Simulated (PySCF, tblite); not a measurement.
# C2H5B3O2: geometry, infrared bands, NMR shifts and spin-spin couplings

Aim: predict the infrared bands, NMR shifts and spin-spin couplings of C2H5B3O2 (`BOB(C#C)OB`).

Programs: tblite 0.8.0 and PySCF 2.14.0, with density-fitted response routines of our own. Each step states its level of theory. These are calculated values for one molecule in the gas phase, unless marked as measured. Atoms count from 0, in the outputs and in this text.

### Step 1. The starting structure

12 atoms, charge 0, multiplicity 1; geometry from: force field or distance geometry start.

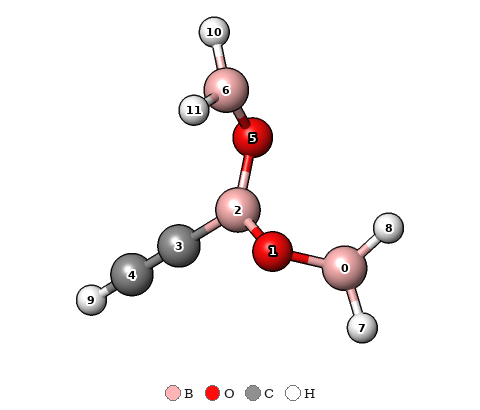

The starting geometry (boron pink, oxygen red, carbon grey, hydrogen white), atoms numbered.

### Step 2. Geometry optimisation with GFN2-xTB

The job: settings as JSON, then the geometry in Å.

```
{"job": {"kind": "relax", "xc": "GFN2-xTB", "basis": "xTB"}, "charge": 0, "multiplicity": 1}
B     -1.298100    -1.990500     0.194900
O     -0.639900    -0.920500     0.910900
B     -0.097600     0.127200     0.078800
C     -0.778000     1.518000     0.172800
C     -1.303800     2.601600     0.288300
O      1.030700    -0.000200    -0.816900
B      2.301800    -0.055300    -0.109200
H     -2.410000    -2.289000     0.511900
H     -0.653100    -2.886300    -0.218600
H     -1.776300     3.543200     0.380800
H      3.259400     0.299100    -0.722700
H      2.366100     0.051900     1.067700
```

Command:

```bash
> OMP_NUM_THREADS=1 python probes_run.py task.json out
```

This one command runs all jobs of the session in turn.

Standard output:

```text
step      E/eV     max force
  0    -508.66946    3.688
  1    -509.21755    2.654
  2    -509.47183    5.514
  3    -509.70645    4.042
  4    -509.80571    1.181
  5    -509.85840    0.640
  6    -509.92285    0.640
  7    -509.95939    0.540
  8    -510.01327    0.654
  9    -510.05712    0.720
 10    -510.11814    0.709
 11    -510.19353    0.888
 12    -510.29067    0.840
 13    -510.38228    0.638
 14    -510.42622    0.537
 15    -510.44358    0.339
 16    -510.46223    0.294
 17    -510.47234    0.427
 18    -510.48279    0.325
 19    -510.49277    0.218
 20    -510.49824    0.161
 21    -510.50199    0.178
 22    -510.50914    0.192
 23    -510.51909    0.245
 24    -510.53037    0.230
 25    -510.53704    0.182
 26    -510.54085    0.146
 27    -510.54442    0.147
 28    -510.54855    0.187
 29    -510.55362    0.195
 30    -510.55921    0.217
 31    -510.56553    0.243
 32    -510.57272    0.272
 33    -510.58162    0.277
 34    -510.59118    0.237
 35    -510.60227    0.305
 36    -510.61077    0.299
 37    -510.61887    0.262
 38    -510.62534    0.270
 39    -510.63469    0.252
 40    -510.64258    0.190
 41    -510.64760    0.175
 42    -510.65105    0.205
 43    -510.65341    0.169
 44    -510.65534    0.161
 45    -510.65729    0.121
 46    -510.65978    0.164
 47    -510.66300    0.169
 48    -510.66564    0.128
 49    -510.66756    0.114
 50    -510.66876    0.113
 51    -510.66971    0.101
 52    -510.67098    0.103
 53    -510.67340    0.107
 54    -510.67433    0.091
 55    -510.67533    0.083
 56    -510.67660    0.097
 57    -510.67909    0.131
 58    -510.68306    0.183
 59    -510.68797    0.181
 60    -510.69137    0.313
 61    -510.69634    0.262
 62    -510.69986    0.247
 63    -510.70709    0.176
 64    -510.71266    0.213
 65    -510.71526    0.202
 66    -510.71710    0.087
 67    -510.71841    0.132
 68    -510.71945    0.112
 69    -510.72051    0.090
 70    -510.72111    0.077
 71    -510.72211    0.054
 72    -510.72288    0.061
 73    -510.72352    0.067
 74    -510.72403    0.050
 75    -510.72446    0.044
 76    -510.72476    0.048
 77    -510.72495    0.037
 78    -510.72507    0.068
 79    -510.72522    0.032
 80    -510.72540    0.033
 81    -510.72570    0.036
 82    -510.72598    0.040
 83    -510.72634    0.043
 84    -510.72660    0.043
 85    -510.72681    0.037
 86    -510.72701    0.038
 87    -510.72718    0.029
 88    -510.72732    0.021
 89    -510.72739    0.017
 90    -510.72743    0.015
 91    -510.72745    0.011
 92    -510.72747    0.013
 93    -510.72750    0.018
 94    -510.72754    0.017
 95    -510.72757    0.016
 96    -510.72760    0.018
 97    -510.72763    0.022
 98    -510.72768    0.035
 99    -510.72778    0.050
100    -510.72794    0.054
101    -510.72810    0.033
102    -510.72818    0.016
103    -510.72822    0.022
104    -510.72826    0.028
105    -510.72830    0.025
106    -510.72833    0.027
107    -510.72834    0.024
108    -510.72835    0.005
```

It took 0.74 s on 1 thread of Arm Neoverse N1, shared host; peak memory 0.18 GiB.

Relaxation path: (not every step is listed)

| step | energy from step 0 (eV) | largest force (eV/Å) |
| --- | --- | --- |
| 0 | 0.0000 | 3.6884 |
| 1 | -0.5481 | 2.6537 |
| 2 | -0.8024 | 5.5144 |
| 3 | -1.0370 | 4.0420 |
| 4 | -1.1362 | 1.1810 |
| 5 | -1.1889 | 0.6404 |
| 6 | -1.2534 | 0.6397 |
| 7 | -1.2899 | 0.5402 |
| 8 | -1.3438 | 0.6543 |
| 17 | -1.8029 | 0.4268 |
| 26 | -1.8714 | 0.1461 |
| 35 | -1.9328 | 0.3050 |
| 44 | -1.9859 | 0.1607 |
| 53 | -2.0039 | 0.1073 |
| 62 | -2.0304 | 0.2469 |
| 71 | -2.0526 | 0.0538 |
| 80 | -2.0559 | 0.0327 |
| 89 | -2.0579 | 0.0171 |
| 98 | -2.0582 | 0.0351 |
| 103 | -2.0588 | 0.0222 |
| 104 | -2.0588 | 0.0279 |
| 105 | -2.0588 | 0.0249 |
| 106 | -2.0589 | 0.0272 |
| 107 | -2.0589 | 0.0240 |
| 108 | -2.0589 | 0.0054 |

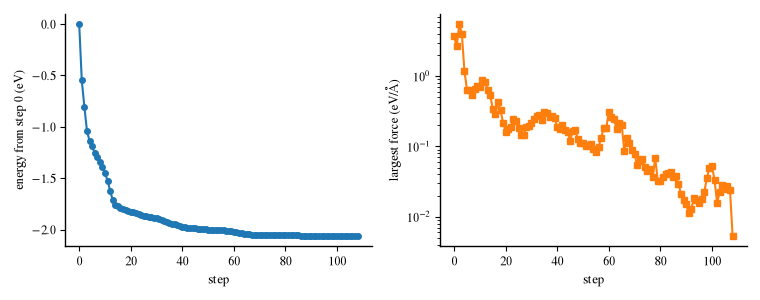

Energy and force, step by step.

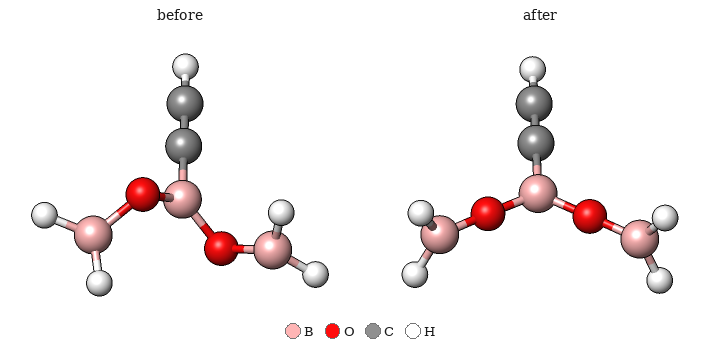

The geometry before (left) and after (right).

Distances of close pairs at the start and the end, largest changes first:

| bond | before (Å) | after (Å) | change (Å) |
| --- | --- | --- | --- |
| O5–B6 | 1.456 | 1.298 | -0.157 |
| B0–O1 | 1.446 | 1.298 | -0.148 |
| B2–O5 | 1.446 | 1.330 | -0.117 |
| O1–B2 | 1.444 | 1.330 | -0.114 |
| B0–H7 | 1.194 | 1.182 | -0.012 |
| B6–H10 | 1.191 | 1.182 | -0.009 |
| B2–C3 | 1.551 | 1.542 | -0.009 |
| C3–C4 | 1.210 | 1.202 | -0.008 |

The end geometry stands in the next job.

### Step 3. Infrared spectrum with GFN2-xTB

The job: settings as JSON, then the geometry in Å.

```
{"job": {"kind": "ir", "xc": "GFN2-xTB", "basis": "xTB"}, "charge": 0, "multiplicity": 1}
B     -1.446479    -2.073026     0.119111
O     -0.792025    -0.951841     0.132956
B     -0.094842     0.180373     0.140294
C     -0.834586     1.533856     0.146048
C     -1.414499     2.586117     0.154236
O      1.234524     0.151309     0.142651
B      2.531142     0.087785     0.165565
H     -1.750001    -2.585502     1.140213
H     -1.740997    -2.565397    -0.914474
H     -1.921400     3.507968     0.160870
H      3.132610     0.062652    -0.851783
H      3.097752     0.065019     1.203007
```

Standard output:

```text
mode    cm-1     km/mol
  1      70.7      0.01
  2      79.1      0.00
  3      80.6      0.24
  4      88.2      0.00
  5     191.1      0.28
  6     191.9      0.16
  7     284.9      0.00
  8     318.7      0.45
  9     441.8      4.41
 10     449.1     14.02
 11     518.1     34.91
 12     597.5      4.35
 13     683.6     18.48
 14     697.1     42.26
 15     887.8     58.44
 16     891.2    175.71
 17     950.9      0.03
 18     956.7    121.40
 19    1072.8    223.56
 20    1086.9    140.77
 21    1231.2      0.23
 22    1249.9      4.13
 23    1549.6    243.94
 24    1552.5   1170.40
 25    2223.6     27.89
 26    2516.0    301.31
 27    2520.3     27.99
 28    2522.0    139.13
 29    2522.7    355.53
 30    3361.0      0.01
```

Wall time 0.38 s (1 thread of Arm Neoverse N1, shared host); peak memory 0.18 GiB.

Which atoms move in the most intense modes:

| cm⁻¹ | km/mol | atoms |
| --- | --- | --- |
| 891 | 175.7 | H11 19 %, H10 19 %, H7 18 %, H8 18 % |
| 1073 | 223.6 | B2 47 % |
| 1087 | 140.8 | B2 63 % |
| 1550 | 243.9 | O5 33 %, O1 27 %, B6 18 %, B0 15 % |
| 1552 | 1170.4 | O1 30 %, O5 24 %, B2 19 %, B0 15 % |
| 2516 | 301.3 | H11 38 %, H7 21 %, H8 19 %, H10 18 % |
| 2522 | 139.1 | H7 64 %, H11 15 %, H10 14 % |
| 2523 | 355.5 | H10 43 %, H8 39 % |

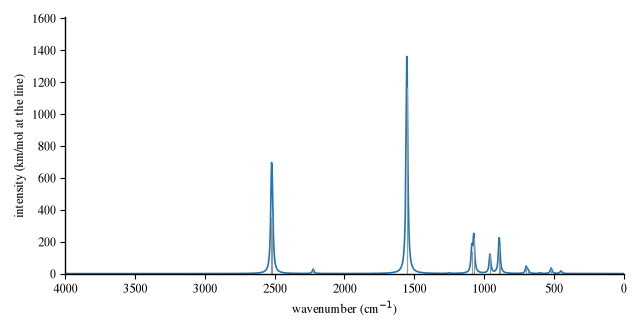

The infrared spectrum from these modes, unscaled. Lines are broadened to a width of 14 cm⁻¹ (Lorentzian).

### Step 4. Nuclear shieldings: PBE0/pcSseg-1

Same as in step 3 but for these lines:

```diff
@@ -1,2 +1,2 @@
-{"job": {"kind": "ir", "xc": "GFN2-xTB", "basis": "xTB"}, "charge": 0, "multiplicity": 1}
+{"job": {"kind": "nmr", "xc": "PBE0", "basis": "pcSseg-1"}, "charge": 0, "multiplicity": 1}
 B     -1.446479    -2.073026     0.119111
```

With the program's defaults for keys left out, this is: GIAO PBE0/pcSseg-1 NMR shielding, non-relativistic, gas phase.

Standard output:

```text
coarse grid: 10704 points
cycle   1  E = -303.7158903028  dE =  1.032e+00  |g| = 8.154e-01  |ddm| = 3.059e+00
cycle   2  E = -303.5669346215  dE =  1.490e-01  |g| = 1.217e+00  |ddm| = 1.264e+00
cycle   3  E = -303.8308662340  dE = -2.639e-01  |g| = 1.553e-01  |ddm| = 8.466e-01
cycle   4  E = -303.8355302828  dE = -4.664e-03  |g| = 7.425e-02  |ddm| = 1.492e-01
cycle   5  E = -303.8366735994  dE = -1.143e-03  |g| = 3.208e-02  |ddm| = 6.206e-02
cycle   6  E = -303.8369247032  dE = -2.511e-04  |g| = 1.615e-03  |ddm| = 2.126e-02
cycle   7  E = -303.8369253738  dE = -6.706e-07  |g| = 1.921e-04  |ddm| = 1.779e-03
final grid: 105320 points
cycle   8  E = -303.8997882724  dE = -5.058e-05  |g| = 1.080e-02  |ddm| = 2.703e-02
cycle   9  E = -303.8997645575  dE =  2.371e-05  |g| = 1.621e-02  |ddm| = 1.372e-02
cycle  10  E = -303.8998092097  dE = -4.465e-05  |g| = 9.558e-04  |ddm| = 8.995e-03
cycle  11  E = -303.8998093825  dE = -1.728e-07  |g| = 6.400e-04  |ddm| = 1.323e-03
cycle  12  E = -303.8998094827  dE = -1.002e-07  |g| = 1.218e-04  |ddm| = 4.417e-04
cycle  13  E = -303.8998094858  dE = -3.118e-09  |g| = 3.126e-05  |ddm| = 9.814e-05
cycle  14  E = -303.8998094861  dE = -2.526e-10  |g| = 5.504e-06  |ddm| = 3.138e-05
converged SCF energy = -303.8998094861

GIAO shielding tensors (ppm)
atom      isotropic    diamagn.    paramagn.     s11        s22        s33       span
  0 B       58.392     194.689    -136.297      7.318     58.123    109.736    102.418
  1 O       65.177     387.738    -322.562    -39.993     38.456    197.066    237.059
  2 B       90.528     200.274    -109.746     80.802     84.301    106.482     25.680
  3 C       99.198     256.169    -156.970     -2.105      9.284    290.416    292.520
  4 C       89.064     260.637    -171.573      4.900     21.166    241.127    236.227
  5 O       65.505     387.744    -322.239    -39.437     38.828    197.124    236.561
  6 B       58.372     194.665    -136.292      7.292     58.108    109.717    102.426
  7 H       26.230      29.357      -3.127     25.616     26.235     26.839      1.224
  8 H       26.228      29.646      -3.417     25.613     26.230     26.842      1.230
  9 H       29.649      32.945      -3.297     25.030     25.072     38.844     13.814
 10 H       26.232      29.617      -3.385     25.616     26.234     26.845      1.228
 11 H       26.224      29.356      -3.131     25.609     26.225     26.840      1.231
```

Run time: 22 s. Hardware: 1 thread of Arm Neoverse N1, shared host; peak memory 0.7 GiB.

Shifts follow as δ = σ(reference) − σ, with reference shieldings (ppm) from runs at the same level and on the same kind of geometry: 1H TMS 31.72, 13C TMS 186.9, 17O H2O 336.1, 11B BF3·OEt2 100.1. The references are single molecules in the gas phase, so shifts against H2O, NH3, PH3, H3PO4 or CFCl3 are not on the usual liquid scales and can be off by tens of ppm. Atoms listed in one row are averaged.

| atoms | environment | σ (ppm) | δ (ppm) | δ scaled to CDCl3 |
| --- | --- | --- | --- | --- |
| C4 | terminal alkyne carbon | 89.1 | 97.9 | 93.6 |
| C3 | alkyne carbon | 99.2 | 87.7 | 83.7 |
| H7, H8, H10, H11 | hydrogen on a boron bonded to O | 26.23 | 5.49 | – |
| H9 | hydrogen on a terminal alkyne carbon | 29.65 | 2.07 | 2.06 |
| B0, B6 | boron bonded to O, 2 H | 58.4 | 41.7 | – |
| B2 | boron bonded to C, 2 O | 90.5 | 9.5 | – |
| O1, O5 | oxygen bonded to 2 B | 65.3 | 270.7 | – |

The scaled column applies a straight-line fit of computed shieldings to shifts measured in CDCl3 (root-mean-square error 0.16 ppm for H, 1.9 ppm for C).

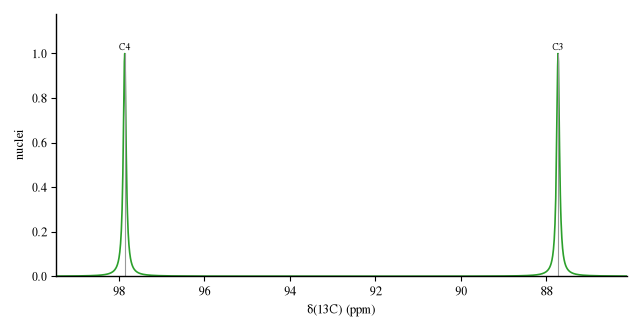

13C lines at the computed shifts, without couplings. Lines are broadened to a width of 0.08 ppm (Lorentzian).

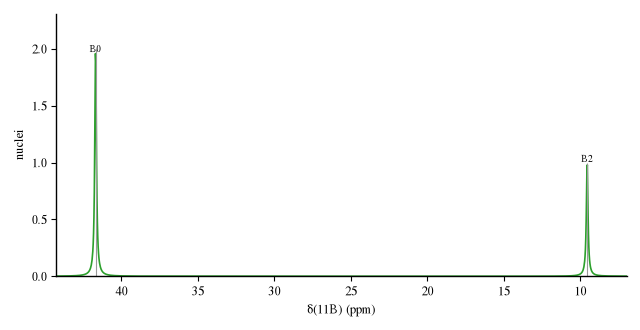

11B lines at the computed shifts, without couplings. Lines are broadened to a width of 0.13 ppm (Lorentzian).

Charges from the same density, by scheme (e):

| atoms | Mulliken | IAO | Hirshfeld | ESP fit |
| --- | --- | --- | --- | --- |
| B0, B6 | 0.25 | 0.18 | 0.20 | 0.40 |
| O1, O5 | -0.34 | -0.34 | -0.17 | -0.23 |
| B2 | 0.60 | 0.50 | 0.30 | 0.41 |
| C3 | -0.04 | -0.17 | -0.13 | -0.15 |
| C4 | -0.23 | -0.18 | -0.08 | -0.33 |

Hirshfeld charges:

| atom | value (e) |
| --- | --- |
| B0 | 0.20 |
| O1 | -0.17 |
| B2 | 0.30 |
| C3 | -0.13 |
| C4 | -0.08 |
| O5 | -0.17 |
| B6 | 0.20 |
| H7 | -0.06 |
| H8 | -0.06 |
| H9 | 0.10 |
| H10 | -0.06 |
| H11 | -0.06 |

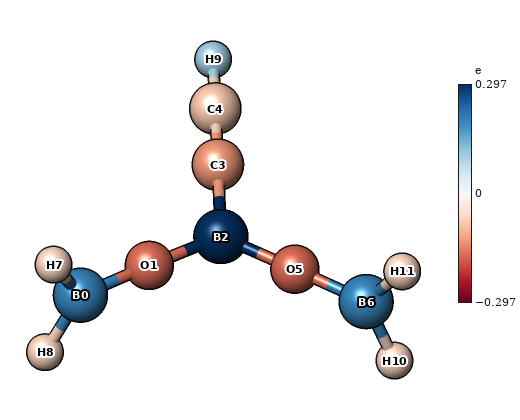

Hirshfeld charges, as colours on the atoms.

Mayer bond orders: B0–O1 1.22, O1–B2 1.09, B2–C3 0.97, C3–C4 2.53, B2–O5 1.09, O5–B6 1.22.

### Step 5. Spin-spin couplings: B3LYP/pcJ-1

Same as in step 4 but for these lines:

```diff
@@ -1,2 +1,2 @@
-{"job": {"kind": "nmr", "xc": "PBE0", "basis": "pcSseg-1"}, "charge": 0, "multiplicity": 1}
+{"job": {"kind": "j", "xc": "B3LYP", "basis": "pcJ-1"}, "charge": 0, "multiplicity": 1}
 B     -1.446479    -2.073026     0.119111
```

Level: B3LYP/pcJ-1 indirect spin-spin coupling, non-relativistic, gas phase.

Standard output:

```text
coarse grid: 10704 points
cycle   1  E = -304.1097164153  dE =  9.689e-01  |g| = 9.360e-01  |ddm| = 3.041e+00
cycle   2  E = -303.8422105087  dE =  2.675e-01  |g| = 1.530e+00  |ddm| = 1.488e+00
cycle   3  E = -304.2520349086  dE = -4.098e-01  |g| = 1.994e-01  |ddm| = 1.079e+00
cycle   4  E = -304.2591096845  dE = -7.075e-03  |g| = 1.069e-01  |ddm| = 1.928e-01
cycle   5  E = -304.2614053526  dE = -2.296e-03  |g| = 4.848e-02  |ddm| = 8.501e-02
cycle   6  E = -304.2619678573  dE = -5.625e-04  |g| = 2.682e-03  |ddm| = 3.007e-02
cycle   7  E = -304.2619696181  dE = -1.761e-06  |g| = 4.448e-04  |ddm| = 2.618e-03
final grid: 105320 points
cycle   8  E = -304.3359998188  dE = -1.751e-04  |g| = 4.852e-03  |ddm| = 2.104e-02
cycle   9  E = -304.3359977261  dE =  2.093e-06  |g| = 5.655e-03  |ddm| = 5.580e-03
cycle  10  E = -304.3360031847  dE = -5.459e-06  |g| = 1.309e-03  |ddm| = 3.727e-03
cycle  11  E = -304.3360034319  dE = -2.472e-07  |g| = 5.714e-04  |ddm| = 1.233e-03
cycle  12  E = -304.3360034976  dE = -6.571e-08  |g| = 2.519e-04  |ddm| = 4.698e-04
cycle  13  E = -304.3360035123  dE = -1.464e-08  |g| = 4.122e-05  |ddm| = 1.634e-04
cycle  14  E = -304.3360035127  dE = -4.482e-10  |g| = 9.264e-06  |ddm| = 4.024e-05
converged SCF energy = -304.3360035127

Indirect spin-spin couplings (Hz)
  i      j    bonds     total        FC       PSO       DSO        SD
  0 B    1 O    1    -32.031   -38.094     6.466    -0.104    -0.298
  0 B    2 B    2      9.479     9.492     0.216    -0.338     0.108
  0 B    3 C    3      0.804     0.818     0.085    -0.082    -0.016
  0 B    5 O    3     -0.031    -0.088    -0.022     0.060     0.018
  0 B    7 H    1    147.678   147.698    -1.266     0.727     0.520
  0 B    8 H    1    147.636   147.655    -1.267     0.727     0.520
  0 B   10 H    5     -0.189    -0.161     0.217    -0.248     0.003
  0 B   11 H    5     -0.192    -0.163     0.217    -0.248     0.003
  1 O    2 B    1    -47.978   -51.586     4.236    -0.195    -0.432
  1 O    3 C    2    -11.505   -11.555     0.067    -0.018         -
  1 O    4 C    3     -1.997    -1.800    -0.230     0.033         -
  1 O    6 B    3     -0.028    -0.085    -0.022     0.060     0.018
  1 O    7 H    2     -6.475    -7.396     0.782     0.139         -
  1 O    8 H    2     -6.375    -7.295     0.781     0.139         -
  1 O    9 H    4      0.504     0.486    -0.124     0.141         -
  2 B    3 C    1    134.894   135.790    -1.545     0.370     0.279
  2 B    4 C    2     26.341    24.256     1.622    -0.108     0.571
  2 B    5 O    1    -48.050   -51.655     4.232    -0.195    -0.432
  2 B    6 B    2      9.481     9.494     0.217    -0.338     0.108
  2 B    7 H    3      0.781     0.736     0.482    -0.475     0.037
  2 B    8 H    3      0.723     0.679     0.478    -0.471     0.037
  2 B    9 H    3      4.727     4.441     0.653    -0.454     0.087
  2 B   10 H    3      0.828     0.783     0.487    -0.478     0.037
  2 B   11 H    3      0.680     0.636     0.474    -0.467     0.037
  3 C    4 C    1    170.152   163.759     6.320     0.073         -
  3 C    5 O    2    -11.548   -11.603     0.072    -0.017         -
  3 C    6 B    3      0.815     0.828     0.085    -0.082    -0.016
  3 C    7 H    4     -0.926    -0.931     0.148    -0.143         -
  3 C    8 H    4     -0.934    -0.939     0.147    -0.141         -
  3 C    9 H    2     47.003    42.412     5.826    -1.235         -
  3 C   10 H    4     -0.920    -0.925     0.150    -0.145         -
  3 C   11 H    4     -0.936    -0.941     0.145    -0.140         -
  4 C    5 O    3     -2.029    -1.819    -0.243     0.033         -
  4 C    7 H    5      0.179     0.182     0.172    -0.175         -
  4 C    8 H    5      0.179     0.182     0.172    -0.175         -
  4 C    9 H    1    257.062   258.187    -1.492     0.366         -
  4 C   10 H    5      0.180     0.181     0.176    -0.178         -
  4 C   11 H    5      0.178     0.181     0.172    -0.175         -
  5 O    6 B    1    -31.995   -38.059     6.465    -0.104    -0.297
  5 O    9 H    4      0.489     0.474    -0.126     0.141         -
  5 O   10 H    2     -6.597    -7.518     0.783     0.138         -
  5 O   11 H    2     -6.273    -7.191     0.780     0.139         -
  6 B    7 H    5     -0.190    -0.161     0.216    -0.247     0.003
  6 B    8 H    5     -0.191    -0.163     0.218    -0.249     0.003
  6 B   10 H    1    147.717   147.736    -1.265     0.726     0.520
  6 B   11 H    1    147.677   147.698    -1.267     0.727     0.519
  7 H    8 H    2     17.575    17.598     2.047    -2.070         -
  7 H    9 H    6     -0.333    -0.254     0.600    -0.678         -
  7 H   10 H    6      0.330     0.410     0.611    -0.691         -
  7 H   11 H    6      0.388     0.454     0.334    -0.400         -
  8 H    9 H    6     -0.334    -0.256     0.600    -0.678         -
  8 H   10 H    6      0.382     0.448     0.339    -0.405         -
  8 H   11 H    6      0.335     0.415     0.616    -0.696         -
  9 H   10 H    6     -0.332    -0.254     0.605    -0.682         -
  9 H   11 H    6     -0.333    -0.255     0.598    -0.676         -
 10 H   11 H    2     17.597    17.621     2.048    -2.071         -
```

Run time: 61 s. Hardware: 1 thread of Arm Neoverse N1, shared host; peak memory 0.94 GiB.

Couplings of 1 Hz or more, nine at most for each number of bonds, with means over like pairs (isotopes 11B, 13C, 1H, 17O):

| pair | bonds | J (Hz) | Fermi contact (Hz) |
| --- | --- | --- | --- |
| C4–H9 | 1 | 257.1 | 258.2 |
| C3–C4 | 1 | 170.2 | 163.8 |
| B0–H7 | 1 | 147.7 | 147.7 |
| B2–C3 | 1 | 134.9 | 135.8 |
| O1–B2 | 1 | -48.0 | -51.6 |
| B0–O1 | 1 | -32.0 | -38.1 |
| C3–H9 | 2 | 47.0 | 42.4 |
| B2–C4 | 2 | 26.3 | 24.3 |
| H7–H8 | 2 | 17.6 | 17.6 |
| O1–C3 | 2 | -11.5 | -11.6 |
| B0–B2 | 2 | 9.5 | 9.5 |
| O1–H7 | 2 | -6.4 | -7.3 |
| B2–H9 | 3 | 4.7 | 4.4 |
| O1–C4 | 3 | -2.0 | -1.8 |

The spin-dipole term was solved for some atoms only; pairs without it lack that part.

The response was solved for the nuclei of B, C, H alone, so couplings that need other nuclei can be missing.

Quadrupole couplings from the field gradients of the same density:

| atom | isotope | eQq/h (MHz) | η |
| --- | --- | --- | --- |
| O5 | 17O | -5.540 | 0.47 |
| O1 | 17O | -5.536 | 0.47 |
| B6 | 11B | 4.383 | 0.45 |
| B0 | 11B | 4.382 | 0.45 |
| B2 | 11B | 2.277 | 0.52 |

Shifts (PBE0/pcSseg-1, unscaled) and these couplings together give the proton spectrum at 500 MHz below. Couplings to quadrupolar nuclei are left out.

1H NMR δ 5.49 (br, 4H), 2.07 (s, 1H).

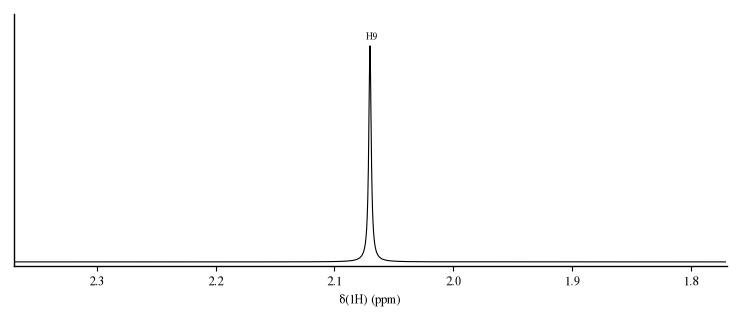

Simulated proton spectrum at 500 MHz, by exact diagonalisation of each spin system; lines 1.2 Hz wide, exchangeable protons uncoupled, protons on B, Al or Ga left out.

### Step 6. What came out

| quantity | value |
| --- | --- |
| strongest single infrared mode (GFN2-xTB) | 1552 cm⁻¹, 1170 km/mol |
| zero-point energy (GFN2-xTB) | 45.4 kcal/mol |
| 13C shifts against TMS (PBE0/pcSseg-1) | 97.9, 87.7 ppm |
| 1H shifts against TMS (PBE0/pcSseg-1, means over atoms taken as alike) | 5.49, 2.07 ppm |
| 11B shifts against BF3·OEt2 (PBE0/pcSseg-1, means over atoms taken as alike) | 41.7, 9.5 ppm |
| 17O shifts against H2O (PBE0/pcSseg-1, means over atoms taken as alike) | 270.7 ppm |
| largest coupling of the table (B3LYP/pcJ-1) | 1J(C,H) C4–H9, 257.1 Hz |

**Reading.** Over 108 steps the energy fell by 2.059 eV; of the close pairs, O5–B6 changed most, 1.456 to 1.298 Å. All 30 modes are real, so the xTB geometry is a minimum. GFN2-xTB is a fitted tight-binding method: band positions and strengths are rough. Its intensities can rank the bands wrongly. At PBE0/pcSseg-1: Shielding is most anisotropic at C3 (span 293 ppm, paramagnetic term -157 ppm). In the run at B3LYP/pcJ-1, the largest coupling of the table is C4–H9, 257.1 Hz, of which the Fermi-contact term gives 258.2 Hz. Couplings across rotatable bonds belong to this one conformer; where others are populated, the observed values are averages.
